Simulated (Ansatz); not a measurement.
We consider rutile MnO₂, described by PBEsol (PAW; Ansatz, a quantum-chemistry and plane-wave program).

Run with plane-wave cutoff 520 eV, 8×8×12 k mesh (along the axes of the cell as run), Fermi–Dirac smearing 0.01 eV, spin-polarised with opposed moments, scalar-relativistic PAW data made under PBE.

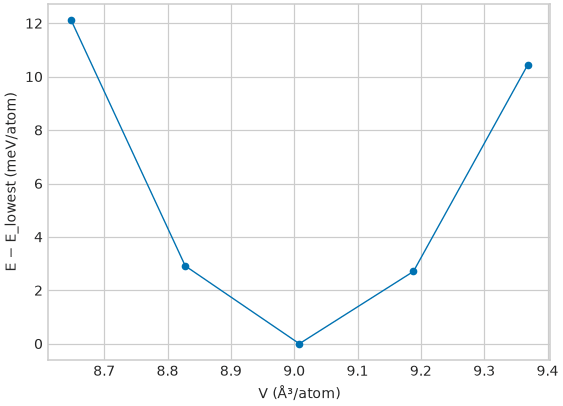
Fig. 1. Total energy against volume

Q: From the curve, estimate the equilibrium volume and the bulk modulus.

A: V0 ≈ 9.0 Å³/atom and B0 ≈ 250 GPa; the fit gives V0 = 9.008 Å³/atom, B0 = 250 GPa, B′ = 4.6.

Shape and atoms are relaxed at each volume.

Note: the collinear magnetic order is the start's and need not be the measured one; this level leaves the solid without a gap, although one is measured.

Computed values are for the static lattice.

Cost on a shared machine: about 23 core-minutes (a rough figure).
